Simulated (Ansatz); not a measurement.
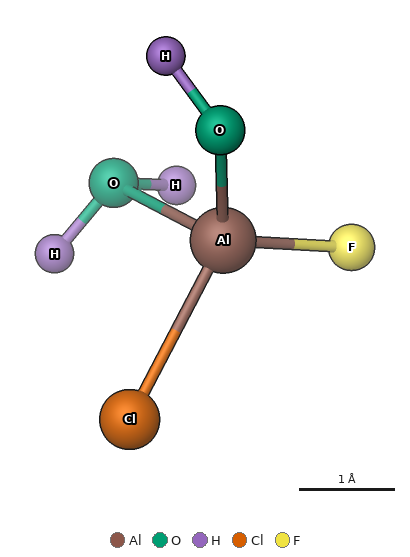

*The starting structure (ball-and-stick view, seen at an oblique angle). Sticks mark near contacts.*

AlH3ClO2F: molecular dynamics (part 1 of 3)

The run: molecular dynamics of AlH3ClO2F. Method and program: RKS PBE-D4/6-31G* (Ansatz 0.2.0).

It belongs to a series of runs on one base structure; here: dynamics from the highest image of the converged band.

## What the program printed
```
Engine: ansatz 0.2.0, aarch64-unknown-linux-gnu
Functional definition: PBE
  parameter kappa = 0.804
  parameter beta = 0.06672455060314922
  exchange = pbe_x(kappa = kappa, mu = beta*pi^2/3)
  correlation = pbe_c(beta = beta)
969 factors; their error is unknown
mean field evaluation 1: about -25957.5719 eV, gradient 8.0e1 eV
mean field evaluation 2: about -25902.6973 eV, gradient 1.8e2 eV
mean field evaluation 4: about -25968.1194 eV, gradient 1.4e1 eV
mean field evaluation 8: about -25968.4140 eV, gradient 1.3e-1 eV
mean field evaluation 16: about -25968.3800 eV, gradient 9.3e-5 eV
mean field -25968.38003088 eV, -954.3203641345 hartree, gradient 1.4e-5 eV, S^2 0.000000; 0 other end points of the search recorded, 0 dependent functions left out
the calculation of the forces begins
reference -25968.38007840 eV, -954.3203658810 hartree; 29, 29 occupied and 60, 60 virtual orbitals, 969 factors
md step     0: t =     0.00 fs  T =   100.0 K  F+E_penalty+E_count = -25968.53736397 eV  E_kin = 0.077556 eV  conserved = -25968.45980797 eV  (27 SCF iters)
these checks for a lower state are left out or cut short: starts, cluster_reference, orbital_swaps, neighbouring_geometries, increment
969 factors; their error is unknown
mean field -25968.37869921 eV, -954.3203151965 hartree, gradient 2.3e-5 eV, S^2 0.000000; 0 other end points of the search recorded, 0 dependent functions left out
the calculation of the forces begins
reference -25968.37874670 eV, -954.3203169419 hartree; 29, 29 occupied and 60, 60 virtual orbitals, 969 factors
md step     1: t =     0.50 fs  T =    98.4 K  F+E_penalty+E_count = -25968.53605197 eV  E_kin = 0.076279 eV  conserved = -25968.45977249 eV  (28 SCF iters)
[... from here on the SCF iterations and repeated set-up lines of each step are left out, up to the last step ...]
md step     2: t =     1.00 fs  T =    94.0 K  F+E_penalty+E_count = -25968.53258858 eV  E_kin = 0.072904 eV  conserved = -25968.45968415 eV  (28 SCF iters)
md step     3: t =     1.50 fs  T =    88.7 K  F+E_penalty+E_count = -25968.52835235 eV  E_kin = 0.068770 eV  conserved = -25968.45958249 eV  (28 SCF iters)
md step     4: t =     2.00 fs  T =    84.4 K  F+E_penalty+E_count = -25968.52493525 eV  E_kin = 0.065427 eV  conserved = -25968.45950806 eV  (28 SCF iters)
md step     5: t =     2.50 fs  T =    82.5 K  F+E_penalty+E_count = -25968.52349785 eV  E_kin = 0.064008 eV  conserved = -25968.45948994 eV  (27 SCF iters)
md step     6: t =     3.00 fs  T =    83.5 K  F+E_penalty+E_count = -25968.52432524 eV  E_kin = 0.064792 eV  conserved = -25968.45953354 eV  (28 SCF iters)
md step     7: t =     3.50 fs  T =    86.5 K  F+E_penalty+E_count = -25968.52673176 eV  E_kin = 0.067110 eV  conserved = -25968.45962198 eV  (28 SCF iters)
md step     8: t =     4.00 fs  T =    89.8 K  F+E_penalty+E_count = -25968.52933012 eV  E_kin = 0.069610 eV  conserved = -25968.45971986 eV  (28 SCF iters)
md step     9: t =     4.50 fs  T =    91.3 K  F+E_penalty+E_count = -25968.53058988 eV  E_kin = 0.070805 eV  conserved = -25968.45978535 eV  (28 SCF iters)
md step    10: t =     5.00 fs  T =    89.9 K  F+E_penalty+E_count = -25968.52949582 eV  E_kin = 0.069710 eV  conserved = -25968.45978617 eV  (27 SCF iters)
md step    11: t =     5.50 fs  T =    85.5 K  F+E_penalty+E_count = -25968.52604224 eV  E_kin = 0.066325 eV  conserved = -25968.45971707 eV  (28 SCF iters)
md step    12: t =     6.00 fs  T =    79.5 K  F+E_penalty+E_count = -25968.52130265 eV  E_kin = 0.061695 eV  conserved = -25968.45960728 eV  (28 SCF iters)
md step    13: t =     6.50 fs  T =    74.1 K  F+E_penalty+E_count = -25968.51697027 eV  E_kin = 0.057460 eV  conserved = -25968.45950984 eV  (28 SCF iters)
md step    14: t =     7.00 fs  T =    71.0 K  F+E_penalty+E_count = -25968.51454169 eV  E_kin = 0.055067 eV  conserved = -25968.45947445 eV  (28 SCF iters)
md step    15: t =     7.50 fs  T =    71.0 K  F+E_penalty+E_count = -25968.51455986 eV  E_kin = 0.055041 eV  conserved = -25968.45951883 eV  (28 SCF iters)
md step    16: t =     8.00 fs  T =    73.1 K  F+E_penalty+E_count = -25968.51634585 eV  E_kin = 0.056728 eV  conserved = -25968.45961817 eV  (27 SCF iters)
md step    17: t =     8.50 fs  T =    75.6 K  F+E_penalty+E_count = -25968.51837323 eV  E_kin = 0.058652 eV  conserved = -25968.45972100 eV  (28 SCF iters)
md step    18: t =     9.00 fs  T =    76.4 K  F+E_penalty+E_count = -25968.51905411 eV  E_kin = 0.059276 eV  conserved = -25968.45977831 eV  (27 SCF iters)
md step    19: t =     9.50 fs  T =    74.4 K  F+E_penalty+E_count = -25968.51749500 eV  E_kin = 0.057727 eV  conserved = -25968.45976751 eV  (28 SCF iters)
md step    20: t =    10.00 fs  T =    69.8 K  F+E_penalty+E_count = -25968.51385543 eV  E_kin = 0.054157 eV  conserved = -25968.45969869 eV  (28 SCF iters)
md step    21: t =    10.50 fs  T =    64.0 K  F+E_penalty+E_count = -25968.50920221 eV  E_kin = 0.049597 eV  conserved = -25968.45960494 eV  (28 SCF iters)
md step    22: t =    11.00 fs  T =    58.6 K  F+E_penalty+E_count = -25968.50499877 eV  E_kin = 0.045473 eV  conserved = -25968.45952583 eV  (27 SCF iters)
md step    23: t =    11.50 fs  T =    55.4 K  F+E_penalty+E_count = -25968.50248543 eV  E_kin = 0.042994 eV  conserved = -25968.45949190 eV  (28 SCF iters)
md step    24: t =    12.00 fs  T =    55.0 K  F+E_penalty+E_count = -25968.50219513 eV  E_kin = 0.042680 eV  conserved = -25968.45951520 eV  (27 SCF iters)
md step    25: t =    12.50 fs  T =    57.0 K  F+E_penalty+E_count = -25968.50376298 eV  E_kin = 0.044177 eV  conserved = -25968.45958586 eV  (28 SCF iters)
md step    26: t =    13.00 fs  T =    59.8 K  F+E_penalty+E_count = -25968.50608362 eV  E_kin = 0.046408 eV  conserved = -25968.45967530 eV  (27 SCF iters)
md step    27: t =    13.50 fs  T =    61.9 K  F+E_penalty+E_count = -25968.50776204 eV  E_kin = 0.048016 eV  conserved = -25968.45974620 eV  (28 SCF iters)
md step    28: t =    14.00 fs  T =    61.8 K  F+E_penalty+E_count = -25968.50769983 eV  E_kin = 0.047933 eV  conserved = -25968.45976681 eV  (28 SCF iters)
md step    29: t =    14.50 fs  T =    59.1 K  F+E_penalty+E_count = -25968.50558616 eV  E_kin = 0.045860 eV  conserved = -25968.45972610 eV  (28 SCF iters)
md step    30: t =    15.00 fs  T =    54.7 K  F+E_penalty+E_count = -25968.50206161 eV  E_kin = 0.042420 eV  conserved = -25968.45964155 eV  (28 SCF iters)
md step    31: t =    15.50 fs  T =    50.1 K  F+E_penalty+E_count = -25968.49844016 eV  E_kin = 0.038887 eV  conserved = -25968.45955335 eV  (28 SCF iters)
md step    32: t =    16.00 fs  T =    47.2 K  F+E_penalty+E_count = -25968.49608740 eV  E_kin = 0.036583 eV  conserved = -25968.45950475 eV  (28 SCF iters)
md step    33: t =    16.50 fs  T =    46.7 K  F+E_penalty+E_count = -25968.49575567 eV  E_kin = 0.036236 eV  conserved = -25968.45951920 eV  (28 SCF iters)
md step    34: t =    17.00 fs  T =    48.5 K  F+E_penalty+E_count = -25968.49722457 eV  E_kin = 0.037637 eV  conserved = -25968.45958784 eV  (28 SCF iters)
md step    35: t =    17.50 fs  T =    51.3 K  F+E_penalty+E_count = -25968.49943538 eV  E_kin = 0.039760 eV  conserved = -25968.45967528 eV  (28 SCF iters)
md step    36: t =    18.00 fs  T =    53.2 K  F+E_penalty+E_count = -25968.50103192 eV  E_kin = 0.041292 eV  conserved = -25968.45973960 eV  (28 SCF iters)
md step    37: t =    18.50 fs  T =    53.2 K  F+E_penalty+E_count = -25968.50100721 eV  E_kin = 0.041254 eV  conserved = -25968.45975331 eV  (28 SCF iters)
md step    38: t =    19.00 fs  T =    50.8 K  F+E_penalty+E_count = -25968.49913315 eV  E_kin = 0.039419 eV  conserved = -25968.45971438 eV  (28 SCF iters)
md step    39: t =    19.50 fs  T =    46.9 K  F+E_penalty+E_count = -25968.49600015 eV  E_kin = 0.036357 eV  conserved = -25968.45964356 eV  (28 SCF iters)
md step    40: t =    20.00 fs  T =    42.7 K  F+E_penalty+E_count = -25968.49270052 eV  E_kin = 0.033128 eV  conserved = -25968.45957269 eV  (28 SCF iters)
md step    41: t =    20.50 fs  T =    39.7 K  F+E_penalty+E_count = -25968.49033461 eV  E_kin = 0.030804 eV  conserved = -25968.45953062 eV  (28 SCF iters)
md step    42: t =    21.00 fs  T =    38.7 K  F+E_penalty+E_count = -25968.48955769 eV  E_kin = 0.030025 eV  conserved = -25968.45953268 eV  (24 SCF iters)
md step    43: t =    21.50 fs  T =    39.7 K  F+E_penalty+E_count = -25968.49033760 eV  E_kin = 0.030762 eV  conserved = -25968.45957606 eV  (28 SCF iters)
md step    44: t =    22.00 fs  T =    41.7 K  F+E_penalty+E_count = -25968.49199932 eV  E_kin = 0.032358 eV  conserved = -25968.45964129 eV  (28 SCF iters)
md step    45: t =    22.50 fs  T =    43.6 K  F+E_penalty+E_count = -25968.49352913 eV  E_kin = 0.033829 eV  conserved = -25968.45970037 eV  (29 SCF iters)
md step    46: t =    23.00 fs  T =    44.2 K  F+E_penalty+E_count = -25968.49401302 eV  E_kin = 0.034285 eV  conserved = -25968.45972808 eV  (29 SCF iters)
md step    47: t =    23.50 fs  T =    43.0 K  F+E_penalty+E_count = -25968.49302866 eV  E_kin = 0.033316 eV  conserved = -25968.45971306 eV  (28 SCF iters)
md step    48: t =    24.00 fs  T =    40.2 K  F+E_penalty+E_count = -25968.49082072 eV  E_kin = 0.031157 eV  conserved = -25968.45966325 eV  (28 SCF iters)
md step    49: t =    24.50 fs  T =    36.8 K  F+E_penalty+E_count = -25968.48817932 eV  E_kin = 0.028578 eV  conserved = -25968.45960098 eV  (28 SCF iters)
md step    50: t =    25.00 fs  T =    34.2 K  F+E_penalty+E_count = -25968.48608314 eV  E_kin = 0.026529 eV  conserved = -25968.45955424 eV  (29 SCF iters)
md step    51: t =    25.50 fs  T =    33.2 K  F+E_penalty+E_count = -25968.48526671 eV  E_kin = 0.025724 eV  conserved = -25968.45954305 eV  (29 SCF iters)
md step    52: t =    26.00 fs  T =    34.0 K  F+E_penalty+E_count = -25968.48590927 eV  E_kin = 0.026338 eV  conserved = -25968.45957094 eV  (28 SCF iters)
md step    53: t =    26.50 fs  T =    36.0 K  F+E_penalty+E_count = -25968.48757896 eV  E_kin = 0.027955 eV  conserved = -25968.45962395 eV  (28 SCF iters)
md step    54: t =    27.00 fs  T =    38.4 K  F+E_penalty+E_count = -25968.48945174 eV  E_kin = 0.029775 eV  conserved = -25968.45967683 eV  (28 SCF iters)
md step    55: t =    27.50 fs  T =    40.0 K  F+E_penalty+E_count = -25968.49070074 eV  E_kin = 0.030995 eV  conserved = -25968.45970562 eV  (29 SCF iters)
md step    56: t =    28.00 fs  T =    40.2 K  F+E_penalty+E_count = -25968.49086735 eV  E_kin = 0.031169 eV  conserved = -25968.45969885 eV  (29 SCF iters)
md step    57: t =    28.50 fs  T =    39.2 K  F+E_penalty+E_count = -25968.49004118 eV  E_kin = 0.030379 eV  conserved = -25968.45966202 eV  (29 SCF iters)
md step    58: t =    29.00 fs  T =    37.6 K  F+E_penalty+E_count = -25968.48877859 eV  E_kin = 0.029165 eV  conserved = -25968.45961354 eV  (28 SCF iters)
md step    59: t =    29.50 fs  T =    36.4 K  F+E_penalty+E_count = -25968.48782079 eV  E_kin = 0.028246 eV  conserved = -25968.45957522 eV  (29 SCF iters)
md step    60: t =    30.00 fs  T =    36.4 K  F+E_penalty+E_count = -25968.48775689 eV  E_kin = 0.028194 eV  conserved = -25968.45956248 eV  (28 SCF iters)
md step    61: t =    30.50 fs  T =    37.7 K  F+E_penalty+E_count = -25968.48878484 eV  E_kin = 0.029207 eV  conserved = -25968.45957798 eV  (28 SCF iters)
md step    62: t =    31.00 fs  T =    40.0 K  F+E_penalty+E_count = -25968.49066434 eV  E_kin = 0.031052 eV  conserved = -25968.45961258 eV  (28 SCF iters)
md step    63: t =    31.50 fs  T =    42.8 K  F+E_penalty+E_count = -25968.49285938 eV  E_kin = 0.033209 eV  conserved = -25968.45964999 eV  (28 SCF iters)
md step    64: t =    32.00 fs  T =    45.3 K  F+E_penalty+E_count = -25968.49478878 eV  E_kin = 0.035113 eV  conserved = -25968.45967623 eV  (28 SCF iters)
md step    65: t =    32.50 fs  T =    46.9 K  F+E_penalty+E_count = -25968.49605399 eV  E_kin = 0.036372 eV  conserved = -25968.45968245 eV  (28 SCF iters)
md step    66: t =    33.00 fs  T =    47.6 K  F+E_penalty+E_count = -25968.49656053 eV  E_kin = 0.036890 eV  conserved = -25968.45967077 eV  (27 SCF iters)
md step    67: t =    33.50 fs  T =    47.5 K  F+E_penalty+E_count = -25968.49649828 eV  E_kin = 0.036851 eV  conserved = -25968.45964775 eV  (28 SCF iters)
md step    68: t =    34.00 fs  T =    47.2 K  F+E_penalty+E_count = -25968.49623979 eV  E_kin = 0.036618 eV  conserved = -25968.45962157 eV  (28 SCF iters)
md step    69: t =    34.50 fs  T =    47.2 K  F+E_penalty+E_count = -25968.49620675 eV  E_kin = 0.036606 eV  conserved = -25968.45960076 eV  (28 SCF iters)
md step    70: t =    35.00 fs  T =    47.9 K  F+E_penalty+E_count = -25968.49673025 eV  E_kin = 0.037137 eV  conserved = -25968.45959361 eV  (28 SCF iters)
md step    71: t =    35.50 fs  T =    49.4 K  F+E_penalty+E_count = -25968.49792341 eV  E_kin = 0.038319 eV  conserved = -25968.45960441 eV  (28 SCF iters)
md step    72: t =    36.00 fs  T =    51.6 K  F+E_penalty+E_count = -25968.49961892 eV  E_kin = 0.039989 eV  conserved = -25968.45962958 eV  (28 SCF iters)
md step    73: t =    36.50 fs  T =    53.9 K  F+E_penalty+E_count = -25968.50142837 eV  E_kin = 0.041771 eV  conserved = -25968.45965766 eV  (28 SCF iters)
md step    74: t =    37.00 fs  T =    55.8 K  F+E_penalty+E_count = -25968.50291858 eV  E_kin = 0.043243 eV  conserved = -25968.45967520 eV  (27 SCF iters)
md step    75: t =    37.50 fs  T =    56.9 K  F+E_penalty+E_count = -25968.50381492 eV  E_kin = 0.044140 eV  conserved = -25968.45967482 eV  (28 SCF iters)
md step    76: t =    38.00 fs  T =    57.3 K  F+E_penalty+E_count = -25968.50411495 eV  E_kin = 0.044456 eV  conserved = -25968.45965856 eV  (28 SCF iters)
md step    77: t =    38.50 fs  T =    57.3 K  F+E_penalty+E_count = -25968.50405784 eV  E_kin = 0.044422 eV  conserved = -25968.45963614 eV  (28 SCF iters)
md step    78: t =    39.00 fs  T =    57.2 K  F+E_penalty+E_count = -25968.50398302 eV  E_kin = 0.044365 eV  conserved = -25968.45961763 eV  (27 SCF iters)
md step    79: t =    39.50 fs  T =    57.5 K  F+E_penalty+E_count = -25968.50417536 eV  E_kin = 0.044567 eV  conserved = -25968.45960846 eV  (28 SCF iters)
md step    80: t =    40.00 fs  T =    58.2 K  F+E_penalty+E_count = -25968.50477844 eV  E_kin = 0.045170 eV  conserved = -25968.45960801 eV  (28 SCF iters)
md step    81: t =    40.50 fs  T =    59.6 K  F+E_penalty+E_count = -25968.50579816 eV  E_kin = 0.046185 eV  conserved = -25968.45961278 eV  (28 SCF iters)
md step    82: t =    41.00 fs  T =    61.3 K  F+E_penalty+E_count = -25968.50715195 eV  E_kin = 0.047531 eV  conserved = -25968.45962077 eV  (28 SCF iters)
md step    83: t =    41.50 fs  T =    63.3 K  F+E_penalty+E_count = -25968.50869883 eV  E_kin = 0.049066 eV  conserved = -25968.45963310 eV  (28 SCF iters)
md step    84: t =    42.00 fs  T =    65.2 K  F+E_penalty+E_count = -25968.51022998 eV  E_kin = 0.050580 eV  conserved = -25968.45965021 eV  (28 SCF iters)
md step    85: t =    42.50 fs  T =    66.8 K  F+E_penalty+E_count = -25968.51147181 eV  E_kin = 0.051805 eV  conserved = -25968.45966690 eV  (28 SCF iters)
md step    86: t =    43.00 fs  T =    67.7 K  F+E_penalty+E_count = -25968.51217001 eV  E_kin = 0.052497 eV  conserved = -25968.45967278 eV  (28 SCF iters)
md step    87: t =    43.50 fs  T =    67.8 K  F+E_penalty+E_count = -25968.51224511 eV  E_kin = 0.052585 eV  conserved = -25968.45965974 eV  (28 SCF iters)
md step    88: t =    44.00 fs  T =    67.4 K  F+E_penalty+E_count = -25968.51190808 eV  E_kin = 0.052277 eV  conserved = -25968.45963062 eV  (28 SCF iters)
md step    89: t =    44.50 fs  T =    67.1 K  F+E_penalty+E_count = -25968.51161369 eV  E_kin = 0.052013 eV  conserved = -25968.45960047 eV  (28 SCF iters)
md step    90: t =    45.00 fs  T =    67.4 K  F+E_penalty+E_count = -25968.51184280 eV  E_kin = 0.052259 eV  conserved = -25968.45958423 eV  (28 SCF iters)
md step    91: t =    45.50 fs  T =    68.7 K  F+E_penalty+E_count = -25968.51285843 eV  E_kin = 0.053268 eV  conserved = -25968.45959058 eV  (27 SCF iters)
md step    92: t =    46.00 fs  T =    70.9 K  F+E_penalty+E_count = -25968.51457972 eV  E_kin = 0.054965 eV  conserved = -25968.45961481 eV  (28 SCF iters)
md step    93: t =    46.50 fs  T =    73.5 K  F+E_penalty+E_count = -25968.51664791 eV  E_kin = 0.057004 eV  conserved = -25968.45964439 eV  (27 SCF iters)
md step    94: t =    47.00 fs  T =    76.0 K  F+E_penalty+E_count = -25968.51861391 eV  E_kin = 0.058947 eV  conserved = -25968.45966694 eV  (28 SCF iters)
md step    95: t =    47.50 fs  T =    77.9 K  F+E_penalty+E_count = -25968.52012976 eV  E_kin = 0.060455 eV  conserved = -25968.45967525 eV  (28 SCF iters)
md step    96: t =    48.00 fs  T =    79.2 K  F+E_penalty+E_count = -25968.52106261 eV  E_kin = 0.061394 eV  conserved = -25968.45966834 eV  (28 SCF iters)
md step    97: t =    48.50 fs  T =    79.8 K  F+E_penalty+E_count = -25968.52151784 eV  E_kin = 0.061869 eV  conserved = -25968.45964867 eV  (28 SCF iters)
md step    98: t =    49.00 fs  T =    80.2 K  F+E_penalty+E_count = -25968.52180246 eV  E_kin = 0.062182 eV  conserved = -25968.45962080 eV  (28 SCF iters)
md step    99: t =    49.50 fs  T =    80.9 K  F+E_penalty+E_count = -25968.52234849 eV  E_kin = 0.062756 eV  conserved = -25968.45959248 eV  (28 SCF iters)
md step   100: t =    50.00 fs  T =    82.5 K  F+E_penalty+E_count = -25968.52358676 eV  E_kin = 0.064012 eV  conserved = -25968.45957485 eV  (28 SCF iters)
md step   101: t =    50.50 fs  T =    85.3 K  F+E_penalty+E_count = -25968.52576879 eV  E_kin = 0.066189 eV  conserved = -25968.45957990 eV  (28 SCF iters)
md step   102: t =    51.00 fs  T =    89.2 K  F+E_penalty+E_count = -25968.52878959 eV  E_kin = 0.069178 eV  conserved = -25968.45961206 eV  (28 SCF iters)
md step   103: t =    51.50 fs  T =    93.4 K  F+E_penalty+E_count = -25968.53213171 eV  E_kin = 0.072471 eV  conserved = -25968.45966119 eV  (28 SCF iters)
md step   104: t =    52.00 fs  T =    97.1 K  F+E_penalty+E_count = -25968.53503020 eV  E_kin = 0.075326 eV  conserved = -25968.45970413 eV  (28 SCF iters)
md step   105: t =    52.50 fs  T =    99.4 K  F+E_penalty+E_count = -25968.53682673 eV  E_kin = 0.077109 eV  conserved = -25968.45971751 eV  (28 SCF iters)
md step   106: t =    53.00 fs  T =   100.1 K  F+E_penalty+E_count = -25968.53732286 eV  E_kin = 0.077630 eV  conserved = -25968.45969267 eV  (28 SCF iters)
md step   107: t =    53.50 fs  T =    99.6 K  F+E_penalty+E_count = -25968.53690966 eV  E_kin = 0.077268 eV  conserved = -25968.45964168 eV  (28 SCF iters)
md step   108: t =    54.00 fs  T =    99.0 K  F+E_penalty+E_count = -25968.53638379 eV  E_kin = 0.076794 eV  conserved = -25968.45959013 eV  (28 SCF iters)
md step   109: t =    54.50 fs  T =    99.3 K  F+E_penalty+E_count = -25968.53655756 eV  E_kin = 0.076995 eV  conserved = -25968.45956234 eV  (28 SCF iters)
md step   110: t =    55.00 fs  T =   101.0 K  F+E_penalty+E_count = -25968.53788344 eV  E_kin = 0.078314 eV  conserved = -25968.45956935 eV  (27 SCF iters)
md step   111: t =    55.50 fs  T =   104.0 K  F+E_penalty+E_count = -25968.54027651 eV  E_kin = 0.080671 eV  conserved = -25968.45960576 eV  (28 SCF iters)
md step   112: t =    56.00 fs  T =   107.7 K  F+E_penalty+E_count = -25968.54318968 eV  E_kin = 0.083535 eV  conserved = -25968.45965466 eV  (28 SCF iters)
md step   113: t =    56.50 fs  T =   111.1 K  F+E_penalty+E_count = -25968.54587164 eV  E_kin = 0.086176 eV  conserved = -25968.45969592 eV  (28 SCF iters)
```
